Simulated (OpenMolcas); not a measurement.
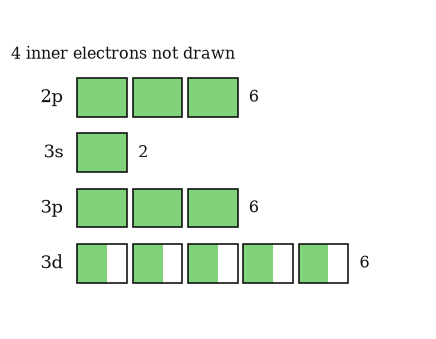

*The outer shells of the leading configuration of the lowest level: a box for each of the 2l + 1 orbitals, shaded by the share of the shell that is filled, with the electron count at the right.*

**Multiconfigurational calculation, with input and output: Fe²⁺ complex**

Fe²⁺ with 6 ligands (S; octahedron, 2.56 Å), neutralised by 6 outer point charges of +1.7 e, whose field is part of the energies. Computed at this level: state-averaged SS-CASPT2, IPEA shift 0.5, imaginary shift 0.1 hartree, closed shells 3s 3p of the metal and the valence shells of the ligands correlated, active space 6 electrons in the shell 3d, basis ANO-RCC-VTZP on the metal and ANO-RCC-VDZP on the ligands, DKH2 scalar Hamiltonian, spin-orbit coupling by RASSI with atomic mean-field integrals (OpenMolcas).

The input:
```
&GATEWAY
Coord
7

Fe 0.0 0.0 0.0
S 2.560000 0.000000 0.000000
S 0.000000 2.560000 0.000000
S -2.560000 0.000000 0.000000
S 0.000000 -2.560000 0.000000
S 0.000000 0.000000 2.560000
S 0.000000 0.000000 -2.560000
Basis=Fe.ANO-RCC-VTZP,S.ANO-RCC-VDZP
Group=XYZ
NoMove
AngMom=0.0 0.0 0.0
AMFI
RICD
XField
3 Angstrom 0
5.160000 0.000000 0.000000 1.666667
0.000000 5.160000 0.000000 1.666667
0.000000 0.000000 5.160000 1.666667
&SEWARD
&RASSCF
FileOrb=start.orb
Symmetry=1
Spin=5
nActEl=6 0 0
Inactive=30 33
Ras2=5 0
CIRoot=5 5 1
SDav=5
CIMx=300
Iter=150 100
PrWF=0.3
OrbListing=Nothing
MaxOrb=0
LevShft=1.0
>>> COPY $Project.JobIph JOB001
&RASSCF
FileOrb=start.orb
Symmetry=1
Spin=3
nActEl=6 0 0
Inactive=30 33
Ras2=5 0
CIRoot=45 45 1
SDav=45
CIMx=300
Iter=150 100
PrWF=0.3
OrbListing=Nothing
MaxOrb=0
LevShft=1.0
>>> COPY $Project.JobIph JOB002
&RASSCF
FileOrb=start.orb
Symmetry=1
Spin=1
nActEl=6 0 0
Inactive=30 33
Ras2=5 0
CIRoot=50 50 1
SDav=50
CIMx=300
Iter=150 100
PrWF=0.3
OrbListing=Nothing
MaxOrb=0
LevShft=1.0
>>> COPY $Project.JobIph JOB003
&RASSI
NrOfJobIphs=3 5 45 50
1 2 3 4 5
1 2 3 4 5 6 7 8 9 10 11 12 13 14 15 16 17 18 19 20 21 22 23 24 25 26 27
28 29 30 31 32 33 34 35 36 37 38 39 40 41 42 43 44 45
1 2 3 4 5 6 7 8 9 10 11 12 13 14 15 16 17 18 19 20 21 22 23 24 25 26 27
28 29 30 31 32 33 34 35 36 37 38 39 40 41 42 43 44 45 46 47 48 49 50
IphNames
JOB001
JOB002
JOB003
EJob
SpinOrbit
DIPRint=1.0
SOCoupling=1000.0
Subsets=2
Property=9
'ANGMOM' 1 'ANGMOM' 2 'ANGMOM' 3 'MLTPL  1' 1 'MLTPL  1' 2 'MLTPL  1' 3
'AMFI' 1 'AMFI' 2 'AMFI' 3
SOProperty=3
'ANGMOM' 1 'ANGMOM' 2 'ANGMOM' 3
>>> COPY JOB001 $Project.JobIph
&CASPT2
Multistate=5 1 2 3 4 5
NoMult
Frozen=17 18
IPEA=0.5
Imaginary=0.1
MaxIter=60
WThr=0.0 0.3 0.05
PrWF=0.5
NoMix
>>> COPY JOB002 $Project.JobIph
&CASPT2
Multistate=45 1 2 3 4 5 6 7 8 9 10 11 12 13 14 15 16 17 18 19 20 21 22
23 24 25 26 27 28 29 30 31 32 33 34 35 36 37 38 39 40 41 42 43 44 45
NoMult
Frozen=17 18
IPEA=0.5
Imaginary=0.1
MaxIter=60
WThr=0.0 0.3 0.05
PrWF=0.5
NoMix
>>> COPY JOB003 $Project.JobIph
&CASPT2
Multistate=50 1 2 3 4 5 6 7 8 9 10 11 12 13 14 15 16 17 18 19 20 21 22
23 24 25 26 27 28 29 30 31 32 33 34 35 36 37 38 39 40 41 42 43 44 45 46
47 48 49 50
NoMult
Frozen=17 18
IPEA=0.5
Imaginary=0.1
MaxIter=60
WThr=0.0 0.3 0.05
PrWF=0.5
NoMix
```

The file start.orb holds starting orbitals from an earlier step. A driver script formed the levels outside the program, from RASSI's spin-orbit matrix and the CASPT2 energies (for multi-state variants, the effective Hamiltonian), averaged over the components of each term or state. The log and the time are those of the CASPT2 step.

Run as:
```bash
OMP_NUM_THREADS=1 MOLCAS_MEM=2457 MOLCAS_PROJECT=a pymolcas a.inp > a.log  # once for each step of the input, in one work folder
```

Output (extracts):
```
--- CASPT2 ---
Orbital specifications:
      -----------------------

      Symmetry species                           1   2
                                                ag  au
      Frozen orbitals                           17  18
      Inactive orbitals                         13  15
      Active orbitals                            5   0
      Secondary orbitals                        49  50
      Deleted orbitals                           0   0
      Number of basis functions                 84  83
Type of calculation                        SS-CASPT2
      Fock operator                              state-specific
      IPEA shift                                 0.50
      Real shift                                 0.00
      Imaginary shift                            0.10
      The input orbitals will be transformed to quasi-canonical
Reference energy:       -3668.6973046244
      E2 (Non-variational):      -1.4133496238
      Shift correction:          -0.0032120139
      E2 (Variational):          -1.4165616378
      Total energy:           -3670.1138662622
      Residual norm:              0.0000004314
      Reference weight:           0.63431
      Contributions to the CASPT2 correlation energy
      Active & Virtual Only:         -0.1345382143
      One Inactive Excited:          -0.2633545246
      Two Inactive Excited:          -1.0154568849
Reference energy:       -3668.6973046243
      E2 (Non-variational):      -1.4133463646
      Shift correction:          -0.0032120122
      E2 (Variational):          -1.4165583768
      Total energy:           -3670.1138630011
      Residual norm:              0.0000004314
      Reference weight:           0.63431
      Contributions to the CASPT2 correlation energy
      Active & Virtual Only:         -0.1345345421
      One Inactive Excited:          -0.2633549257
      Two Inactive Excited:          -1.0154568967
::    CASPT2 Root  1     Total energy:  -3670.11386626
::    CASPT2 Root  2     Total energy:  -3670.11386300
::    CASPT2 Root  3     Total energy:  -3670.11386378
::    CASPT2 Root  4     Total energy:  -3670.10599378
::    CASPT2 Root  5     Total energy:  -3670.10599437
--- CASPT2 ---
Orbital specifications:
      -----------------------

      Symmetry species                           1   2
                                                ag  au
      Frozen orbitals                           17  18
      Inactive orbitals                         13  15
      Active orbitals                            5   0
      Secondary orbitals                        49  50
      Deleted orbitals                           0   0
      Number of basis functions                 84  83
Type of calculation                        SS-CASPT2
      Fock operator                              state-specific
      IPEA shift                                 0.50
      Real shift                                 0.00
      Imaginary shift                            0.10
      The input orbitals will be transformed to quasi-canonical
Reference energy:       -3668.6023731214
      E2 (Non-variational):      -1.4302238754
      Shift correction:          -0.0032502229
      E2 (Variational):          -1.4334740983
      Total energy:           -3670.0358472197
      Residual norm:              0.0000002600
      Reference weight:           0.63164
      Contributions to the CASPT2 correlation energy
      Active & Virtual Only:         -0.1371118357
      One Inactive Excited:          -0.2765709301
      Two Inactive Excited:          -1.0165411095
Reference energy:       -3668.6023731214
      E2 (Non-variational):      -1.4302533781
      Shift correction:          -0.0032512516
      E2 (Variational):          -1.4335046297
      Total energy:           -3670.0358777511
      Residual norm:              0.0000002608
      Reference weight:           0.63164
      Contributions to the CASPT2 correlation energy
      Active & Virtual Only:         -0.1371145319
      One Inactive Excited:          -0.2766001669
      Two Inactive Excited:          -1.0165386792
::    CASPT2 Root  1     Total energy:  -3670.03584722
::    CASPT2 Root  2     Total energy:  -3670.03587775
::    CASPT2 Root  3     Total energy:  -3670.03581096
::    CASPT2 Root  4     Total energy:  -3670.03171937
::    CASPT2 Root  5     Total energy:  -3670.03170605
::    CASPT2 Root  6     Total energy:  -3670.03171301
::    CASPT2 Root  7     Total energy:  -3670.02876800
::    CASPT2 Root  8     Total energy:  -3670.02897812
::    CASPT2 Root  9     Total energy:  -3670.02897811
::    CASPT2 Root 10     Total energy:  -3670.02432020
::    CASPT2 Root 11     Total energy:  -3670.02404815
::    CASPT2 Root 12     Total energy:  -3670.02698721
::    CASPT2 Root 13     Total energy:  -3670.02698735
::    CASPT2 Root 14     Total energy:  -3670.02697075
::    CASPT2 Root 15     Total energy:  -3670.02063451
::    CASPT2 Root 16     Total energy:  -3670.02068584
::    CASPT2 Root 17     Total energy:  -3670.02069342
::    CASPT2 Root 18     Total energy:  -3670.01754450
::    CASPT2 Root 19     Total energy:  -3670.01761026
::    CASPT2 Root 20     Total energy:  -3670.01758273
::    CASPT2 Root 21     Total energy:  -3670.01583141
::    CASPT2 Root 22     Total energy:  -3670.01253276
::    CASPT2 Root 23     Total energy:  -3670.01253094
::    CASPT2 Root 24     Total energy:  -3670.01254230
::    CASPT2 Root 25     Total energy:  -3670.00710027
::    CASPT2 Root 26     Total energy:  -3670.00712890
::    CASPT2 Root 27     Total energy:  -3670.00187050
::    CASPT2 Root 28     Total energy:  -3670.00183997
::    CASPT2 Root 29     Total energy:  -3670.00186184
::    CASPT2 Root 30     Total energy:  -3670.00221311
--- CASPT2 ---
Orbital specifications:
      -----------------------

      Symmetry species                           1   2
                                                ag  au
      Frozen orbitals                           17  18
      Inactive orbitals                         13  15
      Active orbitals                            5   0
      Secondary orbitals                        49  50
      Deleted orbitals                           0   0
      Number of basis functions                 84  83
Type of calculation                        SS-CASPT2
      Fock operator                              state-specific
      IPEA shift                                 0.50
      Real shift                                 0.00
      Imaginary shift                            0.10
      The input orbitals will be transformed to quasi-canonical
Reference energy:       -3668.5597695512
      E2 (Non-variational):      -1.4414652794
      Shift correction:          -0.0032844707
      E2 (Variational):          -1.4447497501
      Total energy:           -3670.0045193013
      Residual norm:              0.0000001868
      Reference weight:           0.62968
      Contributions to the CASPT2 correlation energy
      Active & Virtual Only:         -0.1388802169
      One Inactive Excited:          -0.2803988891
      Two Inactive Excited:          -1.0221861734
Reference energy:       -3668.5553828725
      E2 (Non-variational):      -1.4399226787
      Shift correction:          -0.0032536589
      E2 (Variational):          -1.4431763376
      Total energy:           -3669.9985592102
      Residual norm:              0.0000004138
      Reference weight:           0.63073
      Contributions to the CASPT2 correlation energy
      Active & Virtual Only:         -0.1382347575
      One Inactive Excited:          -0.2842987726
      Two Inactive Excited:          -1.0173891486
::    CASPT2 Root  1     Total energy:  -3670.00451930
::    CASPT2 Root  2     Total energy:  -3669.99855921
::    CASPT2 Root  3     Total energy:  -3669.99856017
::    CASPT2 Root  4     Total energy:  -3669.99856959
::    CASPT2 Root  5     Total energy:  -3669.99403157
::    CASPT2 Root  6     Total energy:  -3669.99405072
::    CASPT2 Root  7     Total energy:  -3669.99364786
::    CASPT2 Root  8     Total energy:  -3669.98949231
::    CASPT2 Root  9     Total energy:  -3669.99043933
::    CASPT2 Root 10     Total energy:  -3669.98448709
::    CASPT2 Root 11     Total energy:  -3669.98580060
::    CASPT2 Root 12     Total energy:  -3669.98585489
::    CASPT2 Root 13     Total energy:  -3669.98585619
::    CASPT2 Root 14     Total energy:  -3669.98643915
::    CASPT2 Root 15     Total energy:  -3669.98539508
::    CASPT2 Root 16     Total energy:  -3669.98536776
::    CASPT2 Root 17     Total energy:  -3669.98537030
::    CASPT2 Root 18     Total energy:  -3669.97923198
::    CASPT2 Root 19     Total energy:  -3669.97946067
::    CASPT2 Root 20     Total energy:  -3669.97410216
::    CASPT2 Root 21     Total energy:  -3669.97448818
::    CASPT2 Root 22     Total energy:  -3669.97447660
::    CASPT2 Root 23     Total energy:  -3669.96391416
::    CASPT2 Root 24     Total energy:  -3669.96848974
::    CASPT2 Root 25     Total energy:  -3669.96848930
::    CASPT2 Root 26     Total energy:  -3669.96849020
::    CASPT2 Root 27     Total energy:  -3669.95528691
::    CASPT2 Root 28     Total energy:  -3669.95529198
::    CASPT2 Root 29     Total energy:  -3669.93554459
::    CASPT2 Root 30     Total energy:  -3669.93346767
```

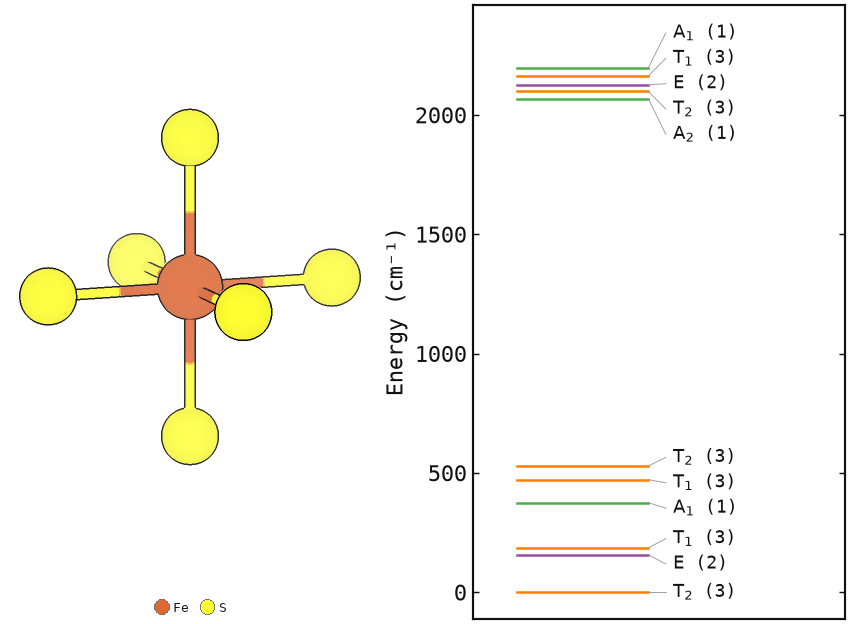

*Fe²⁺ (3d⁶) with 6 ligands, S²⁻, at 2.56 Å (arrangement: octahedron, Oh), neutralised by outer point charges of +1.7 e, and its levels. Labels give the representation in O, Td, D4 or D3 as the site allows (double group for half-integer spin) where it could be assigned and, in brackets, the degeneracy; spin-free states, where drawn, share the zero of the spin-orbit levels.*

The ground level is T₂, 3-fold degenerate, 100 % from states of spin multiplicity 5. The next level lies at 158 cm⁻¹ (E).

Summary:

- outcome: converged; degenerate states are split by up to 230 cm⁻¹
- energy of the lowest spin-free term: −3670.11386 hartree
- energy of the lowest spin-orbit level: −3670.11551 hartree
- CASPT2 correlation energy: −1.4166 hartree
- largest spread among components of a term: 229.8 cm⁻¹
- lowest reference weight: 0.605
- hardware: 1 thread of Arm Neoverse V2, 24 GiB of memory available, shared host
- wall time: 6.8 min
- peak memory: 0.2 GiB

Remarks:

The components of ¹E, which symmetry makes degenerate, are split by 230 cm⁻¹ in CASPT2, and those of 9 more by over 50 cm⁻¹. This is an artefact; the levels of such states rest on averages and are uncertain by about as much. Caveats: small active space favours high spin, ground spin may be wrong; covalent bonds, ligand orbitals missing from the active space; bare point charges leave oxide and sulfide ligands too diffuse, field too small; with a single d shell and no ligand orbitals active, the ligand field and the g values of a late 3d ion can be well off; distances are set from ionic radii, not optimised.
